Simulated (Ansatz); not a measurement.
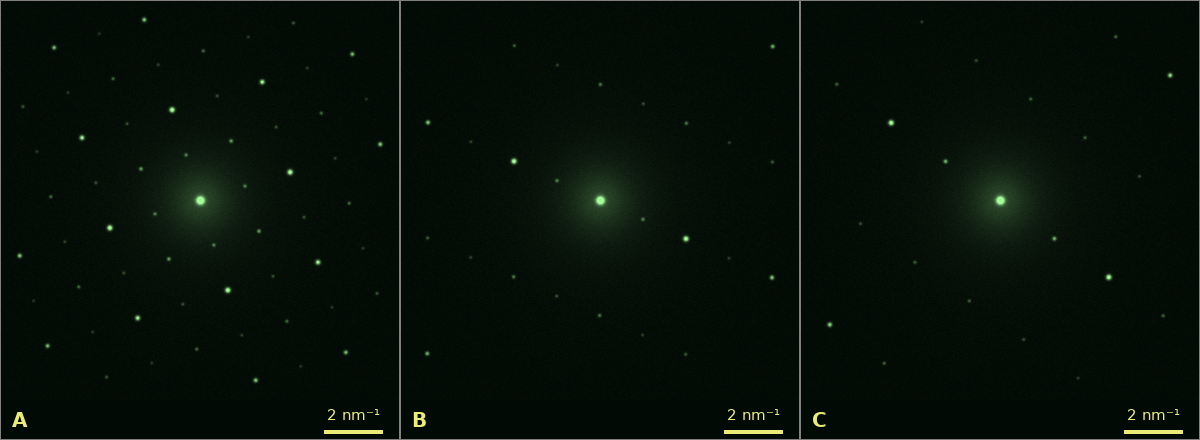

Simulated selected-area electron diffraction patterns (300 kV, kinematic approximation, thin crystal, B = 0.5 Å² for all atoms).

All three come from Ce3GaI3, space group Pm-3m (No. 221), a = 6.057 Å. Structure: the geometry relaxed (final pressure about 5 GPa) with DFT, PAW plane waves, r2scan (Ansatz); the starting structure was generated, so it need not be a known form of this composition.

```cif
data_structure
_symmetry_space_group_name_H-M 'Pm-3m'
_symmetry_Int_Tables_number 221
_cell_length_a 6.0570
_cell_length_b 6.0570
_cell_length_c 6.0570
_cell_angle_alpha 90.000
_cell_angle_beta 90.000
_cell_angle_gamma 90.000
_cell_volume 222.22
loop_
_atom_site_label
_atom_site_type_symbol
_atom_site_symmetry_multiplicity
_atom_site_Wyckoff_symbol
_atom_site_fract_x
_atom_site_fract_y
_atom_site_fract_z
_atom_site_occupancy
Ce1 Ce 3 c 0.50000 0.50000 0.00000 1
Ga1 Ga 1 b 0.50000 0.50000 0.50000 1
I1 I 3 d 0.50000 0.00000 0.00000 1
```

**Assign the zone axes [001], [210], [221] to A, B and C.**

A is [001]: square net of 1 0 0 at d = 6.06 Å and 0 1 0 at d = 6.06 Å, at 90.0°. B is [210]: rectangular net of 0 0 1 at d = 6.06 Å and 1 -2 0 (weak) at d = 2.71 Å, at 90.0°. C is [221]: centred rectangular net of -1 1 0 at d = 4.28 Å and -1 0 2 (weak) at d = 2.71 Å, at 71.6°.
